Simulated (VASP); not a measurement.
Band structure of Pt₃Ti (space group Pm-3m). Method: PBE GGA, VASP's PBE PAW potentials (set 64) (plane waves; VASP 6.6.1).

Unless said otherwise, spin-orbit coupling is left out, though it shifts the bands of the heavy elements here.

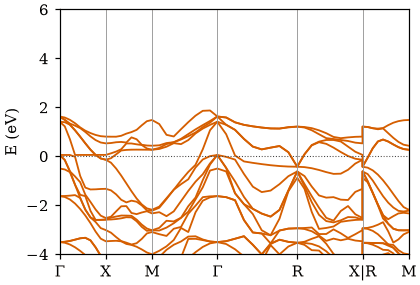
Bands along high-symmetry lines, zero at the valence-band maximum or, without a gap, the Fermi level

Read the plot: is there a gap, and where are the band edges?

It has no gap at this level: it comes out as a metal or semimetal.

The structure is a typed Pt3Ti crystal (Pm-3m). The cell was not relaxed at this level.
